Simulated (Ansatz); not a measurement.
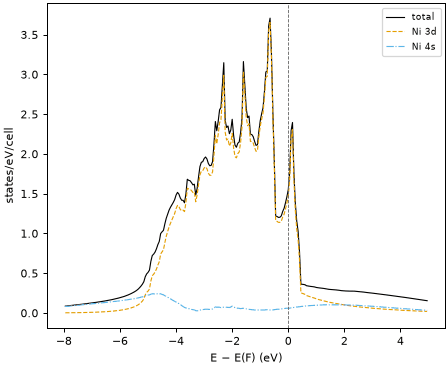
Fig. 1. Total and projected density of states of Ni (fcc (Cu type), Fm-3m), DFT-PBE+D3(BJ) in the program Ansatz with PAW potentials

Problem. Which orbitals carry the states next to the Fermi level?

Solution. Within 0.5 eV of the Fermi level: Ni 3d 94 %. Projections are on Löwdin-orthogonalised atomic valence shells; empty p or d shells of many metals are not among them.

Problem. Where is the tallest occupied peak in this window, and what makes it?

Solution. Near -0.6 eV, about 3.7 states/eV per cell; the largest projected share is Ni 3d.

Symmetry was held in the PBE+D3(BJ) relaxation. Spin order of the final state: ferromagnetic, chosen from 3 collinear starts compared on coarse meshes (ties went to the first, and starts can fall back to one state), not a proven ground state. Textbook magnetic order: ferromagnetic. The pairwise dispersion correction was not fitted to metals.

Potentials: the earlier of the program's two PAW sets.
